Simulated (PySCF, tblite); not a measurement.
# C₄H₆F₃P: dynamics, then NMR shifts on frames, part 2 of 2

tblite 0.8.0 and PySCF 2.14.0. Atoms count from 0.

### Step 5. Shielding tensors: 625 fs, PBE0/pcSseg-1

The job: settings as JSON, then the geometry in Å.

```
{"job": {"kind": "nmr", "xc": "PBE0", "basis": "pcSseg-1", "pop": false}, "charge": 0, "multiplicity": 1}
F      1.782700    -1.344100    -0.549800
C      2.099700    -0.230700     0.071900
F      2.589500     0.569800    -0.969700
F      3.191900    -0.503400     0.836200
P      0.706100     0.796300     0.967400
C     -0.737700     0.331800    -0.057600
C     -0.957600    -1.024600     0.624600
C      0.088600    -0.768800     1.774600
H     -0.611700     0.428300    -1.145500
H     -1.485400     1.065100     0.145600
H     -2.032200    -1.227400     0.933000
H     -0.649800    -1.883300    -0.020900
H      0.813300    -1.562900     2.061200
H     -0.350500    -0.449300     2.775000
```

Method: GIAO PBE0/pcSseg-1 NMR shielding, non-relativistic, gas phase.

Output:

```text
coarse grid: 12952 points
cycle   1  E = -796.0208694050  dE =  1.016e+00  |g| = 8.973e-01  |ddm| = 3.339e+00
cycle   2  E = -795.8287455412  dE =  1.921e-01  |g| = 1.430e+00  |ddm| = 1.162e+00
cycle   3  E = -796.1637652442  dE = -3.350e-01  |g| = 5.578e-02  |ddm| = 7.675e-01
cycle   4  E = -796.1641438040  dE = -3.786e-04  |g| = 4.144e-02  |ddm| = 9.577e-02
cycle   5  E = -796.1644719184  dE = -3.281e-04  |g| = 1.026e-02  |ddm| = 3.791e-02
cycle   6  E = -796.1644933750  dE = -2.146e-05  |g| = 2.123e-03  |ddm| = 1.312e-02
cycle   7  E = -796.1644943075  dE = -9.325e-07  |g| = 4.837e-04  |ddm| = 2.637e-03
final grid: 123808 points
cycle   8  E = -796.2330315418  dE = -4.297e-05  |g| = 9.062e-03  |ddm| = 2.726e-02
cycle   9  E = -796.2330123503  dE =  1.919e-05  |g| = 1.324e-02  |ddm| = 1.705e-02
cycle  10  E = -796.2330505392  dE = -3.819e-05  |g| = 6.614e-04  |ddm| = 1.024e-02
cycle  11  E = -796.2330506013  dE = -6.209e-08  |g| = 3.693e-04  |ddm| = 7.027e-04
cycle  12  E = -796.2330506223  dE = -2.097e-08  |g| = 6.998e-05  |ddm| = 2.283e-04
cycle  13  E = -796.2330506231  dE = -7.826e-10  |g| = 2.226e-05  |ddm| = 6.787e-05
converged SCF energy = -796.2330506231

GIAO shielding tensors (ppm)
atom      isotropic    diamagn.    paramagn.     s11        s22        s33       span
  0 F      252.207     476.106    -223.899    185.704    247.492    323.424    137.720
  1 C       36.164     246.938    -210.773     25.643     30.501     52.349     26.706
  2 F      209.908     475.261    -265.353     98.986    186.584    344.155    245.169
  3 F      233.995     471.180    -237.185    150.479    218.330    333.177    182.698
  4 P      293.424     963.239    -669.814    196.820    292.175    391.278    194.458
  5 C      168.255     251.108     -82.852    149.043    167.556    188.167     39.124
  6 C      150.748     246.702     -95.954    119.696    158.535    174.014     54.318
  7 C      162.820     254.102     -91.282    145.544    160.498    182.419     36.875
  8 H       29.332      30.057      -0.726     25.090     27.757     35.149     10.059
  9 H       29.901      31.045      -1.144     26.732     27.580     35.391      8.658
 10 H       27.809      28.003      -0.195     23.602     25.016     34.809     11.207
 11 H       27.381      29.293      -1.912     24.687     25.887     31.570      6.884
 12 H       28.906      29.232      -0.326     24.557     28.150     34.012      9.455
 13 H       28.033      28.520      -0.488     25.239     25.651     33.208      7.969
```

Wall time 18 s (1 thread of Arm Neoverse V1, shared host); peak memory 0.89 GiB.

This run: δ C1 150.8, C6 36.2, C7 24.1, C5 18.7, H11 4.34, H10 3.91 ppm.

### Step 6. NMR shieldings: 800 fs, PBE0/pcSseg-1

The job: settings as JSON, then the geometry in Å.

```
{"job": {"kind": "nmr", "xc": "PBE0", "basis": "pcSseg-1", "pop": false}, "charge": 0, "multiplicity": 1}
F      1.781600    -1.366500    -0.518500
C      2.236500    -0.163700    -0.003400
F      2.743900     0.472400    -1.028500
F      3.205500    -0.550600     0.892800
P      0.879000     0.846800     0.940700
C     -0.675400     0.236600     0.070100
C     -0.821100    -0.949000     1.061300
C      0.324400    -0.521900     2.021100
H     -0.519700    -0.053500    -0.985700
H     -1.473900     0.979900     0.234500
H     -1.750200    -0.905700     1.574000
H     -0.589300    -1.908000     0.629900
H      0.960100    -1.292200     2.306600
H     -0.124600    -0.123500     2.942500
```

Level: GIAO PBE0/pcSseg-1 NMR shielding, non-relativistic, gas phase.

Output:

```text
coarse grid: 12952 points
cycle   1  E = -796.0209651907  dE =  1.104e+00  |g| = 9.038e-01  |ddm| = 3.367e+00
cycle   2  E = -795.8237231983  dE =  1.972e-01  |g| = 1.435e+00  |ddm| = 1.239e+00
cycle   3  E = -796.1685618964  dE = -3.448e-01  |g| = 5.774e-02  |ddm| = 8.249e-01
cycle   4  E = -796.1690495601  dE = -4.877e-04  |g| = 3.933e-02  |ddm| = 9.822e-02
cycle   5  E = -796.1693177446  dE = -2.682e-04  |g| = 9.235e-03  |ddm| = 2.856e-02
cycle   6  E = -796.1693321372  dE = -1.439e-05  |g| = 2.055e-03  |ddm| = 1.021e-02
cycle   7  E = -796.1693329579  dE = -8.207e-07  |g| = 5.521e-04  |ddm| = 2.382e-03
final grid: 123808 points
cycle   8  E = -796.2374745077  dE = -4.272e-05  |g| = 1.002e-02  |ddm| = 2.682e-02
cycle   9  E = -796.2374561044  dE =  1.840e-05  |g| = 1.387e-02  |ddm| = 1.741e-02
cycle  10  E = -796.2374973762  dE = -4.127e-05  |g| = 6.250e-04  |ddm| = 1.026e-02
cycle  11  E = -796.2374974372  dE = -6.099e-08  |g| = 2.868e-04  |ddm| = 6.354e-04
cycle  12  E = -796.2374974507  dE = -1.350e-08  |g| = 7.038e-05  |ddm| = 2.391e-04
cycle  13  E = -796.2374974516  dE = -8.763e-10  |g| = 2.448e-05  |ddm| = 7.901e-05
converged SCF energy = -796.2374974516

GIAO shielding tensors (ppm)
atom      isotropic    diamagn.    paramagn.     s11        s22        s33       span
  0 F      234.520     478.655    -244.136    135.676    216.398    351.484    215.808
  1 C       36.351     250.234    -213.882     18.483     38.035     52.537     34.054
  2 F      246.448     472.019    -225.571    174.609    264.139    300.596    125.986
  3 F      229.506     472.367    -242.860    137.968    222.714    327.838    189.870
  4 P      272.650     963.963    -691.314    229.568    248.216    340.165    110.596
  5 C      164.354     249.842     -85.488    155.474    161.082    176.505     21.031
  6 C      159.197     248.523     -89.326    127.414    171.150    179.026     51.612
  7 C      173.624     256.516     -82.893    159.447    172.128    189.295     29.848
  8 H       28.710      30.117      -1.407     24.792     27.952     33.386      8.594
  9 H       28.811      30.172      -1.361     25.602     26.828     34.004      8.402
 10 H       29.199      31.196      -1.997     24.820     27.090     35.687     10.867
 11 H       28.463      30.906      -2.443     25.835     26.470     33.083      7.248
 12 H       30.853      31.907      -1.055     26.935     29.727     35.896      8.962
 13 H       29.229      30.312      -1.084     25.733     27.340     34.613      8.881
```

It took 19 s on 1 thread of Arm Neoverse V1, shared host; peak memory 0.89 GiB.

Key values: δ C1 150.6, C6 27.7, C5 22.6, C7 13.3, H11 3.25, H8 3.01 ppm.

### Step 7. Nuclear shieldings: 1000 fs, PBE0/pcSseg-1

The job: settings as JSON, then the geometry in Å.

```
{"job": {"kind": "nmr", "xc": "PBE0", "basis": "pcSseg-1", "pop": false}, "charge": 0, "multiplicity": 1}
F      1.829800    -1.576600    -0.198400
C      2.169700    -0.325800     0.135800
F      2.793800     0.194500    -0.929800
F      3.121600    -0.417600     1.047800
P      0.851500     0.879700     0.841400
C     -0.712400     0.171300     0.021000
C     -0.806000    -0.939500     1.078500
C      0.236100    -0.352200     2.085500
H     -0.472000    -0.117800    -0.998200
H     -1.550500     0.888700     0.006600
H     -1.773400    -1.046700     1.534700
H     -0.440400    -1.903400     0.725300
H      0.925700    -1.090400     2.338600
H     -0.140900     0.093700     2.963600
```

With the program's defaults for keys left out, this is: GIAO PBE0/pcSseg-1 NMR shielding, non-relativistic, gas phase.

Output:

```text
coarse grid: 12952 points
cycle   1  E = -796.0322167769  dE =  1.199e+00  |g| = 8.853e-01  |ddm| = 3.381e+00
cycle   2  E = -795.8736055241  dE =  1.586e-01  |g| = 1.339e+00  |ddm| = 1.151e+00
cycle   3  E = -796.1707540476  dE = -2.971e-01  |g| = 4.785e-02  |ddm| = 7.579e-01
cycle   4  E = -796.1711907146  dE = -4.367e-04  |g| = 2.612e-02  |ddm| = 9.702e-02
cycle   5  E = -796.1713486356  dE = -1.579e-04  |g| = 8.001e-03  |ddm| = 3.237e-02
cycle   6  E = -796.1713613367  dE = -1.270e-05  |g| = 1.753e-03  |ddm| = 7.792e-03
cycle   7  E = -796.1713618994  dE = -5.627e-07  |g| = 5.029e-04  |ddm| = 1.907e-03
final grid: 123808 points
cycle   8  E = -796.2393611607  dE = -4.597e-05  |g| = 8.972e-03  |ddm| = 2.736e-02
cycle   9  E = -796.2393453528  dE =  1.581e-05  |g| = 1.236e-02  |ddm| = 1.620e-02
cycle  10  E = -796.2393800982  dE = -3.475e-05  |g| = 5.515e-04  |ddm| = 1.011e-02
cycle  11  E = -796.2393801486  dE = -5.044e-08  |g| = 2.702e-04  |ddm| = 7.220e-04
cycle  12  E = -796.2393801612  dE = -1.255e-08  |g| = 7.163e-05  |ddm| = 2.184e-04
cycle  13  E = -796.2393801619  dE = -7.412e-10  |g| = 2.120e-05  |ddm| = 5.375e-05
converged SCF energy = -796.2393801619

GIAO shielding tensors (ppm)
atom      isotropic    diamagn.    paramagn.     s11        s22        s33       span
  0 F      258.399     476.634    -218.234    183.904    243.534    347.761    163.857
  1 C       44.071     246.260    -202.189     30.161     45.113     56.940     26.778
  2 F      241.365     472.876    -231.510    154.578    241.236    328.282    173.704
  3 F      246.117     470.891    -224.774    175.161    245.760    317.430    142.269
  4 P      281.707     963.710    -682.003    237.653    248.953    358.515    120.862
  5 C      165.215     250.059     -84.844    152.145    160.820    182.680     30.535
  6 C      158.810     247.849     -89.039    127.912    169.175    179.343     51.431
  7 C      174.903     257.368     -82.464    161.032    174.467    189.211     28.179
  8 H       29.501      30.890      -1.390     25.205     28.756     34.541      9.336
  9 H       29.057      29.969      -0.912     25.772     26.876     34.522      8.750
 10 H       29.213      30.095      -0.883     24.581     26.793     36.264     11.683
 11 H       28.012      30.539      -2.526     25.494     26.544     31.999      6.505
 12 H       30.840      32.217      -1.377     26.877     30.384     35.258      8.381
 13 H       30.417      31.612      -1.194     27.191     27.956     36.106      8.915
```

It took 19 s on 1 thread of Arm Neoverse V1, shared host; peak memory 0.89 GiB.

This run: δ C1 142.9, C6 28.1, C5 21.7, C7 12.0, H11 3.70, H9 2.66 ppm.

### Step 8. Run by run: NMR shifts

Shifts (ppm) of some atoms, chosen among heavy atoms and hydrogens apart, with basis size and wall time:

| frame | C6 | H11 | H13 | F3 | F2 | F0 | P4 | functions | time |
| --- | --- | --- | --- | --- | --- | --- | --- | --- | --- |
| 250 fs | 25.0 | 3.66 | 2.38 | -75.8 | -78.3 | -85.1 | -2.1 | 173 | 18 s |
| 425 fs | 21.4 | 1.38 | 2.50 | -70.0 | -50.6 | -96.5 | -12.6 | 173 | 18 s |
| 625 fs | 36.2 | 4.34 | 3.68 | -63.0 | -39.0 | -81.3 | 25.0 | 173 | 18 s |
| 800 fs | 27.7 | 3.25 | 2.49 | -58.6 | -75.5 | -63.6 | 45.7 | 173 | 19 s |
| 1000 fs | 28.1 | 3.70 | 1.30 | -75.2 | -70.4 | -87.5 | 36.7 | 173 | 19 s |

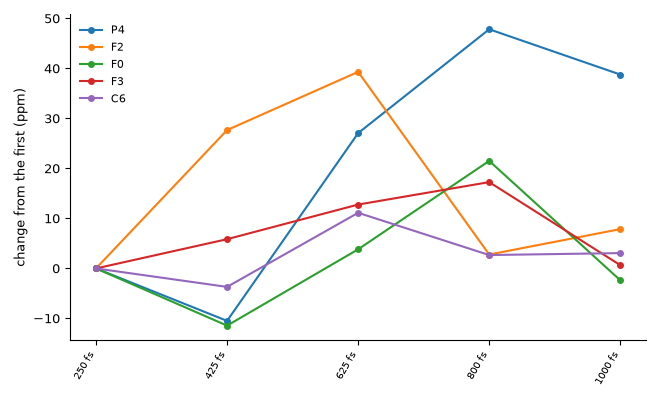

How five of the tabulated atoms move from run to run.

### Step 9. What came out

What follows sums up all 2 parts.

| quantity | value |
| --- | --- |
| thermostat | 200 K |
| mean temperature, second half | 235 K |
| mean potential energy above the minimum | 0.37 eV |
| ¹³C shifts against TMS (PBE0/pcSseg-1, 250 fs) | 143.3, 25.0, 21.7, 15.2 ppm |
| ¹H shifts against TMS (PBE0/pcSseg-1, 250 fs) | 3.66, 3.49, 2.79, 2.56, 2.40, 2.38 ppm |
| ¹⁹F shifts against CFCl3 (PBE0/pcSseg-1, 250 fs) | -75.8, -78.3, -85.1 ppm |
| ³¹P shifts against H3PO4 (PBE0/pcSseg-1, 250 fs) | -2.1 ppm |
| range of the shift of P4 | -12.6 to 45.7 ppm |

In the second half the potential energy averages 0.37 eV above the minimum; equipartition over 36 harmonic modes at 200 K would give 0.31 eV. With 14 atoms the temperature swings widely (83 to 334 K). Shifts at one fixed geometry are not the observed spectrum, which averages over the motion. In the first frame run (250 fs): The widest tensor belongs to F0: span 187 ppm, with a paramagnetic part of -220 ppm. Across the 5 runs the shift of P4 moves most, between -12.6 (425 fs) and 45.7 ppm (800 fs).
